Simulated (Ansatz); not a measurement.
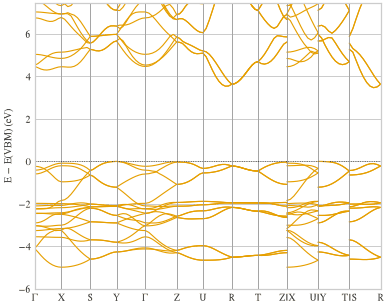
Fig. 1. Band structure from DFT-r²SCAN+D4 in the program Ansatz with PAW potentials

The gap is 3.45 eV; an edge lies off the plotted path or next to a special point (maximum at Y, minimum off the standard path).

Question: Which compound is it?
A. TlF, Pbcm (Tl on 4d, F on 4d)
B. ZnSe, Pnma (Zn on 4c, Se on 4c)
C. BeS, Pnma (Be on 4c, S on 4c)

Answer: A, TlF, Pbcm (Tl on 4d, F on 4d)

The first step of the workflow began from a Materials Project structure, measured or hypothetical; the Crystallography Open Database files this formula in space group No. 57, but the cells were not matched. Whether it is the stable phase at ambient conditions was not checked. The r²SCAN+D4 relaxation kept the symmetry of its start; its stability against distortions is not shown here. Scalar-relativistic: spin–orbit coupling is off unless named, which matters more the heavier the elements.

Potentials: the earlier of the program's two PAW sets.
